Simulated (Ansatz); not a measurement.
# AsH+ (quartet): correlated methods under varied settings at distance As1–H2 = 1.641 Å

Aim: run AsH+ (quartet) at one geometry under a spread of methods and options, and see what each costs and gives.

Program: Ansatz 0.2.0, Gaussian basis. Level of theory: the settings change from run to run. These are calculated values, not measurements.

26 further runs of the same task are left out: 22 that didn't finish, 4 set aside as unsound or not needed.

## 1. The geometry

The geometry derives from a PBE0/def2-TZVP stationary point (not a proven minimum). One bond is set to the value named and the two fragments are kept rigid. No spin-orbit coupling is included. The filled d shell of As may be among the frozen orbitals whatever the setting's name suggests; the logs give the count.

2 atoms, charge 1, spin multiplicity 4.

Atoms are counted from 1 here; the program's logs count them from 0.

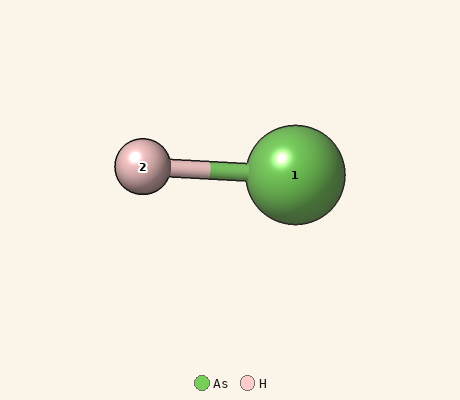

The geometry (arsenic green, hydrogen pink); atoms are numbered from 1 in the order of the file.

## 2. CCSDT on ROHF/STO-3G

Contents of in.yaml:

```yaml
crystal:
  periodic: [false, false, false]
  atoms:
    - {symbol: As, position_ang: [0.000000, 0.000000, 0.000000]}
    - {symbol: H, position_ang: [0.000000, 0.000000, 1.641400]}
basis:
  gaussian: {orbitals: STO-3G, fitting: {mean_field: def2-universal-jkfit}}
total_charge: 1
magnetization: {spin_polarized: false, initial_magnetization: 3}
correlation: {method: ccsdt, electrons: outside_noble_gas}
```

The run is started by

```console
ansatz run in.yaml --threads 1 --pin off --events-out ev --progress --plain --max-ram 2393MiB
```

Log:

```text
Functional definition: HF
  name "HF"
  cite "Fock, Z. Phys. 61, 126 (1930) doi:10.1007/BF01340294"
  parent pbe
  exchange = exact_x
  correlation = 0
284 factors; integrals over basis functions are off by at most 1.7e-2 eV
mean field evaluation 1: about -60124.1777 eV, gradient 4.0e0 eV
mean field evaluation 2: about -60124.4330 eV, gradient 1.3e0 eV
mean field evaluation 4: about -60124.5090 eV, gradient 2.2e-1 eV
mean field evaluation 8: about -60124.4328 eV, gradient 1.3e0 eV
mean field -60124.51062694 eV, -2209.5350116831 hartree, gradient 4.4e-6 eV, S^2 3.750000; 0 other end points of the search recorded, 0 dependent functions left out
mean field evaluation 16: about -60124.5280 eV, gradient 1.7e-1 eV
14 core orbitals not correlated: weight in the atoms' cores, before any rotation towards them, 0.998 or more for the frozen orbitals, at most 0.001 for the correlated occupied ones
reference -60124.51062694 eV, -2209.5350116831 hartree; 4, 1 occupied and 1, 4 virtual orbitals, 284 factors
second order -0.34717598 eV of doubles, -0.00603201 eV of singles
cycle   1  -0.50594534 eV  change   -1.5e-1 eV  update   4.2e-2
cycle   2  -0.63475470 eV  change   -1.3e-1 eV  update   2.1e-2
cycle   3  -0.63766557 eV  change   -2.9e-3 eV  update   3.4e-3
cycle   4  -0.63976171 eV  change   -2.1e-3 eV  update   9.6e-4
cycle   5  -0.63887975 eV  change    8.8e-4 eV  update   3.1e-4
cycle   6  -0.63943125 eV  change   -5.5e-4 eV  update   8.6e-5
cycle   7  -0.63929658 eV  change    1.3e-4 eV  update   2.1e-5
cycle   8  -0.63929636 eV  change    2.2e-7 eV  update   4.7e-6
cycle   9  -0.63931667 eV  change   -2.0e-5 eV  update   3.0e-6
cycle  10  -0.63931214 eV  change    4.5e-6 eV  update   8.1e-7
cycle  11  -0.63931168 eV  change    4.6e-7 eV  update   8.8e-8
Total energy: -60125.14993862 eV, -2209.5585059540 hartree
```

Run time: 0.21 s. Hardware: 1 thread of Arm Neoverse V2, shared host.

From the report: correlation -0.6393 eV; T1 0.008; largest double amplitude 0.13.

## 3. BCCD(T) on UHF/6-31G

Contents of in.yaml:

```yaml
crystal:
  periodic: [false, false, false]
  atoms:
    - {symbol: As, position_ang: [0.000000, 0.000000, 0.000000]}
    - {symbol: H, position_ang: [0.000000, 0.000000, 1.641400]}
basis:
  gaussian: {orbitals: 6-31G}
total_charge: 1
magnetization: {spin_polarized: true, initial_magnetization: 3}
correlation: {method: bccd_t, electrons: outside_noble_gas, diis_vectors: 12}
accuracy: high
scf: {omitted_lower_state_checks: [cluster_reference]}
```

The command is unchanged.

Log, shortened:

```text
Functional definition: HF
  name "HF"
  cite "Fock, Z. Phys. 61, 126 (1930) doi:10.1007/BF01340294"
  parent pbe
[...]
441 factors; integrals over basis functions are off by at most 3.9e-9 eV
[...]
mean field -60791.16629494 eV, -2234.0341556067 hartree, gradient 2.5e-8 eV, S^2 3.762462; 0 other end points of the search recorded, 0 dependent functions left out
14 core orbitals not correlated: weight in the atoms' cores, before any rotation towards them, 0.999 or more for the frozen orbitals, at most 0.000 for the correlated occupied ones
reference -60791.16629494 eV, -2234.0341556067 hartree; 4, 1 occupied and 13, 16 virtual orbitals, 441 factors
second order -0.57625187 eV of doubles, -0.00000000 eV of singles
cycle   1  -0.74724292 eV  change   -1.7e-1 eV  update   4.2e-2
[...]
cycle  17  -0.88100693 eV  change  -1.6e-10 eV  update  3.4e-10
perturbative correction -0.00724490 eV, -0.0002662452 hartree
Total energy: -60792.05454678 eV, -2234.0667982595 hartree
Checks for a lower state left out: cluster_reference
```

It took 0.57 s on 1 thread of Arm Neoverse V2, shared host.

From the report: ⟨S²⟩ of the determinant 3.762 (pure quartet: 3.75); correlation -0.8883 eV; largest double amplitude 0.12.

## 4. CCSD(T) on UHF/cc-pVTZ

Contents of in.yaml:

```yaml
crystal:
  periodic: [false, false, false]
  atoms:
    - {symbol: As, position_ang: [0.000000, 0.000000, 0.000000]}
    - {symbol: H, position_ang: [0.000000, 0.000000, 1.641400]}
basis:
  gaussian: {orbitals: cc-pVTZ}
total_charge: 1
magnetization: {spin_polarized: true, initial_magnetization: 3}
correlation: {method: ccsd_t, electrons: outside_noble_gas}
scf: {lower_state_search: off}
```

Launched as before.

Log, shortened:

```text
Functional definition: HF
  name "HF"
  cite "Fock, Z. Phys. 61, 126 (1930) doi:10.1007/BF01340294"
  parent pbe
[...]
361 factors; integrals over basis functions are off by at most 9.3e-4 eV
[...]
mean field -60801.75856121 eV, -2234.4234142124 hartree, gradient 1.1e-6 eV, S^2 3.763826; 0 other end points of the search recorded, 0 dependent functions left out
14 core orbitals not correlated: weight in the atoms' cores, before any rotation towards them, 1.000 or more for the frozen orbitals, at most 0.000 for the correlated occupied ones
reference -60801.75856121 eV, -2234.4234142124 hartree; 4, 1 occupied and 39, 42 virtual orbitals, 361 factors
second order -1.81578979 eV of doubles, -0.00000000 eV of singles
cycle   1  -2.13547352 eV  change   -3.2e-1 eV  update   4.9e-2
[...]
cycle  10  -2.28929301 eV  change   -2.5e-6 eV  update   2.6e-6
perturbative correction -0.07313248 eV, -0.0026875690 hartree
Total energy: -60804.12098670 eV, -2234.5102317476 hartree
Checks for a lower state left out: stability, starts, cluster_reference, orbital_swaps, neighbouring_geometries, increment
```

Run time: 0.66 s. Hardware: 1 thread of Arm Neoverse V2, shared host.

From the report: ⟨S²⟩ of the determinant 3.764 (pure quartet: 3.75); correlation -2.3624 eV; T1 0.020; largest double amplitude 0.09.

## 5. CCSD(T) on UHF/aug-cc-pVDZ

Edit in.yaml of step 4 so:

```diff
@@ -6,3 +6,3 @@
 basis:
-  gaussian: {orbitals: cc-pVTZ}
+  gaussian: {orbitals: aug-cc-pVDZ, point_charges: [{charge: 1.00, position_ang: [4.066, 0.708, -0.275]}]}
 total_charge: 1
@@ -10,2 +10 @@
 correlation: {method: ccsd_t, electrons: outside_noble_gas}
-scf: {lower_state_search: off}
```

The command is unchanged.

Log, shortened:

```text
Functional definition: HF
  name "HF"
  cite "Fock, Z. Phys. 61, 126 (1930) doi:10.1007/BF01340294"
  parent pbe
[...]
509 factors; integrals over basis functions are off by at most 1.1e-3 eV
[...]
mean field -60796.54532182 eV, -2234.2318311983 hartree, gradient 1.9e-6 eV, S^2 3.762819; 0 other end points of the search recorded, 0 dependent functions left out
14 core orbitals not correlated: weight in the atoms' cores, before any rotation towards them, 1.000 or more for the frozen orbitals, at most 0.000 for the correlated occupied ones
reference -60796.54532182 eV, -2234.2318311983 hartree; 4, 1 occupied and 27, 30 virtual orbitals, 509 factors
second order -1.47511315 eV of doubles, -0.00000000 eV of singles
cycle   1  -1.80376385 eV  change   -3.3e-1 eV  update   5.0e-2
[...]
cycle  10  -1.96233670 eV  change    2.6e-6 eV  update   1.8e-6
perturbative correction -0.04212787 eV, -0.0015481706 hartree
Total energy: -60798.54978638 eV, -2234.3054939123 hartree
```

It took 0.66 s on 1 thread of Arm Neoverse V2, shared host.

From the report: ⟨S²⟩ of the determinant 3.763 (pure quartet: 3.75); correlation -2.0045 eV; T1 0.019; largest double amplitude 0.09.

## 6. CCSD on UHF/x2c-TZVPPall

Contents of in.yaml:

```yaml
crystal:
  periodic: [false, false, false]
  atoms:
    - {symbol: As, position_ang: [0.000000, 0.000000, 0.000000]}
    - {symbol: H, position_ang: [0.000000, 0.000000, 1.641400]}
basis:
  gaussian: {orbitals: x2c-TZVPPall}
total_charge: 1
magnetization: {spin_polarized: true, initial_magnetization: 3}
correlation: {method: ccsd, electrons: outside_noble_gas}
output: {forces: true}
```

Same command.

Log, shortened:

```text
Functional definition: HF
  name "HF"
  cite "Fock, Z. Phys. 61, 126 (1930) doi:10.1007/BF01340294"
  parent pbe
[...]
397 factors; integrals over basis functions are off by at most 8.7e-4 eV
[...]
mean field -61476.12289353 eV, -2259.2058463246 hartree, gradient 2.5e-6 eV, S^2 3.763812; 0 other end points of the search recorded, 0 dependent functions left out
14 core orbitals not correlated: weight in the atoms' cores, before any rotation towards them, 1.000 or more for the frozen orbitals, at most 0.000 for the correlated occupied ones
reference -61476.12289353 eV, -2259.2058463246 hartree; 4, 1 occupied and 44, 47 virtual orbitals, 397 factors
second order -1.80266628 eV of doubles, -0.00000000 eV of singles
cycle   1  -2.11398426 eV  change   -3.1e-1 eV  update   4.7e-2
[...]
cycle  11  -2.25869483 eV  change    8.3e-8 eV  update   7.7e-7
[...]
Total energy: -61478.38158836 eV, -2259.2888518286 hartree
Relativity: scalar
Atom 0 at     0.000000     0.000000     0.000000 Å, force    -0.000000    -0.000000     0.125126 eV/Å
Atom 1 at     0.000000     0.000000     1.641400 Å, force     0.000000     0.000000    -0.125126 eV/Å
Dipole moment:     0.000000     0.000000     0.274817 e Å
```

Wall time 2.2 s (1 thread of Arm Neoverse V2, shared host).

From the report: ⟨S²⟩ of the determinant 3.764 (pure quartet: 3.75); correlation -2.2587 eV; T1 0.018; largest double amplitude 0.09.

## 7. CCSDT on ROHF/cc-pVTZ

Contents of in.yaml:

```yaml
crystal:
  periodic: [false, false, false]
  atoms:
    - {symbol: As, position_ang: [0.000000, 0.000000, 0.000000]}
    - {symbol: H, position_ang: [0.000000, 0.000000, 1.641400]}
basis:
  gaussian: {orbitals: cc-pVTZ}
total_charge: 1
magnetization: {spin_polarized: false, initial_magnetization: 3}
correlation: {method: ccsdt, electrons: outside_noble_gas}
accuracy: high
scf: {lower_state_search: off}
```

Same command.

Log, shortened:

```text
Functional definition: HF
  name "HF"
  cite "Fock, Z. Phys. 61, 126 (1930) doi:10.1007/BF01340294"
  parent pbe
[...]
714 factors; integrals over basis functions are off by at most 4.2e-9 eV
[...]
mean field -60801.62192778 eV, -2234.4183930264 hartree, gradient 1.2e-8 eV, S^2 3.750000; 0 other end points of the search recorded, 0 dependent functions left out
14 core orbitals not correlated: weight in the atoms' cores, before any rotation towards them, 1.000 or more for the frozen orbitals, at most 0.000 for the correlated occupied ones
reference -60801.62192778 eV, -2234.4183930264 hartree; 4, 1 occupied and 39, 42 virtual orbitals, 714 factors
second order -1.91027978 eV of doubles, -0.05904400 eV of singles
cycle   1  -2.27613228 eV  change   -3.1e-1 eV  update   5.0e-2
[...]
cycle  21  -2.49522204 eV  change   9.3e-11 eV  update  1.6e-10
Total energy: -60804.11714982 eV, -2234.5100907448 hartree
Checks for a lower state left out: stability, starts, cluster_reference, orbital_swaps, neighbouring_geometries, increment
```

It took 6 s on 1 thread of Arm Neoverse V2, shared host.

From the report: correlation -2.4952 eV; T1 0.022; largest double amplitude 0.10.

## 8. All runs side by side

Where basis and cores are those of an earlier FCI/cc-pVTZ run (-60804.1189 eV), and the state is the same kind, the miss against it is given.

```csv
level,correlated,functions,energy (eV),from FCI (meV),time
CCSDT on ROHF/STO-3G,outside noble gas,19,-60125.1499,,0.21 s
BCCD(T) on UHF/6-31G,outside noble gas,31,-60792.0545,,0.57 s
CCSD(T) on UHF/cc-pVTZ,outside noble gas,57,-60804.1210,-2.1,0.66 s
CCSD(T) on UHF/aug-cc-pVDZ (beside a point charge),outside noble gas,45,-60798.5498,,0.66 s
CCSD on UHF/x2c-TZVPPall,outside noble gas,62,-61478.3816,,2.2 s
CCSDT on ROHF/cc-pVTZ,outside noble gas,57,-60804.1171,1.8,6 s
```

## 9. What came out

| quantity | value |
| --- | --- |
| runs | 6 |
| quickest | CCSDT on ROHF/STO-3G, 0.21 s |
| slowest | CCSDT on ROHF/cc-pVTZ, 6 s |

**Reading.** Total energies in different bases, with other cores or another treatment of relativity can't be set against each other. CCSDT on ROHF/cc-pVTZ took 29 times as long as CCSDT on ROHF/STO-3G; the jobs differ in more than the method. Among the correlated runs with a miss given, it spans -2 to +2 meV.
